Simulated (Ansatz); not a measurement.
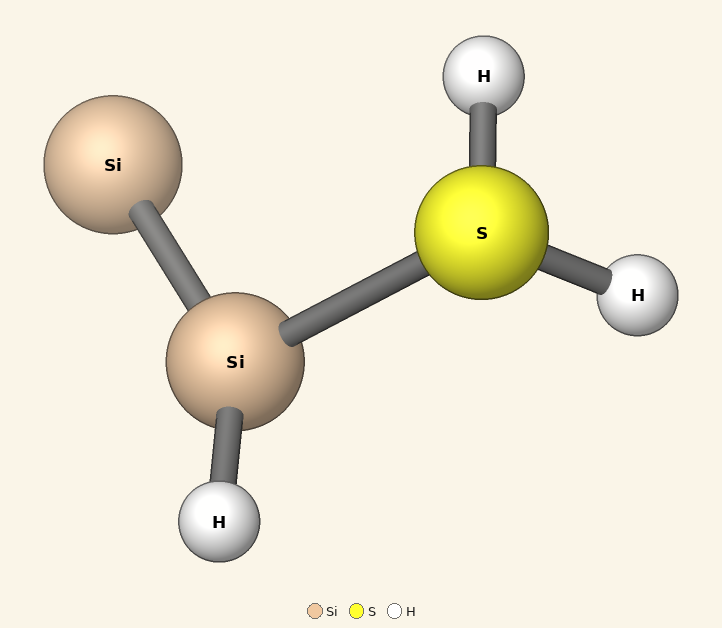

Rendered structure (ball-and-stick style). Every bond is drawn as one stick, whatever its order.

The species is neutral and a spin doublet. The computed structure is the end point of a PBE0-D4/def2-TZVP optimisation. No frequency run is at hand to confirm it as a minimum.

Count the atoms of each element.

Answer. H₃SSi₂, 6 atoms: 3 hydrogen, 1 sulfur and 2 silicon.

Count the bonded pairs by element.

Answer. 2 S–H, 1 Si–Si, 1 S–Si, 1 Si–H. Sticks follow a distance rule.

The parts below concern this one geometry. Atoms keep their numbers from picture to picture.

Geometry

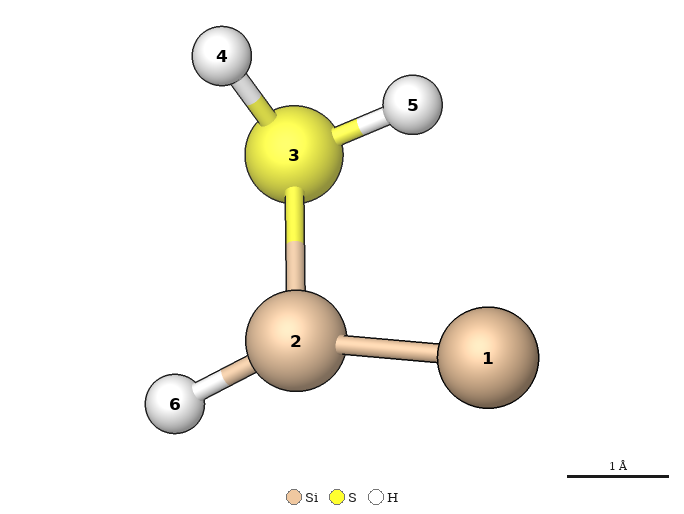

Numbered structure. No frequency run is at hand to confirm it as a minimum.

How are the neighbours of atom 3 arranged?

Answer. S3 has 3 neighbours (Si2 at 2.36, H4 at 1.35, H5 at 1.35 Å); the arrangement is trigonal pyramidal.

Charges

The questions are on Mulliken charges. No frequency run is at hand to confirm it as a minimum. Properties computed with UKS PBE0-D4/def2-TZVP (Ansatz 0.2.0).

Which atom carries the highest charge (most positive or least negative)?

Answer. H5 (0.22 e).

And the lowest?

Answer. Si1 (−0.20 e).

List the Mulliken charges.

| atom | value (e) |
| --- | --- |
| Si1 | −0.20 |
| Si2 | −0.13 |
| S3 | −0.10 |
| H4 | 0.20 |
| H5 | 0.22 |
| H6 | 0.01 |

Electronic properties

No frequency run is at hand to confirm it as a minimum. Level of theory: UKS PBE0-D4/def2-TZVPP (Ansatz 0.2.0).

Estimate the ⟨S²⟩ of the determinant.

Answer. 0.774.

What is the HOMO energy (Kohn–Sham orbital)?

Answer. −5.25 eV.

Dipole moment

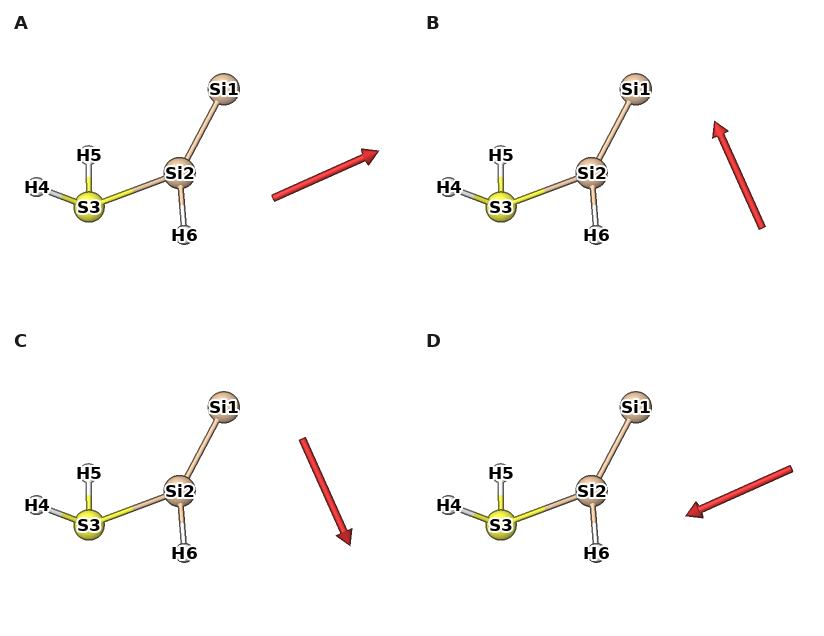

The same molecule four times, each with an arrow. No frequency run is at hand to confirm it as a minimum. Level of theory: UKS PBE0-D4/def2-TZVP (Ansatz 0.2.0).

Which arrow points along the dipole moment, from the negative to the positive end?

Answer. D. The dipole moment is 4.85 D; it points from the side of Si1 to the side of H4 (the outermost atoms at the two ends).

Mulliken values depend strongly on the basis set and can even reverse the polarity of a bond.
